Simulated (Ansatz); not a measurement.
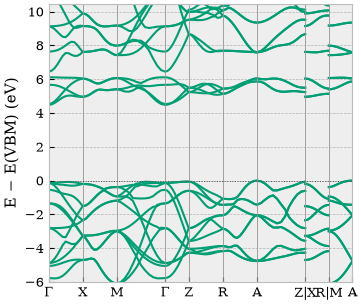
Figure: Band structure from DFT-LDA in the program Ansatz with PAW potentials

**Question.** Read off the gap and where the band edges lie.

**Answer.** About 4.5 eV (4.48 eV by a search for the band edges); maximum at A, minimum at Γ.

The material is HfO2 in space group P4_2/nmc (No. 137; Hf on 2a, O on 4d).

This is a known high-temperature phase of the composition, computed here at zero pressure and temperature. The LDA relaxation kept the symmetry of its start; phonons on a q-mesh show no instability. The run is not spin-polarised. Spin–orbit coupling is left out wherever it is not named.

Potentials: the later of the program's two PAW sets.
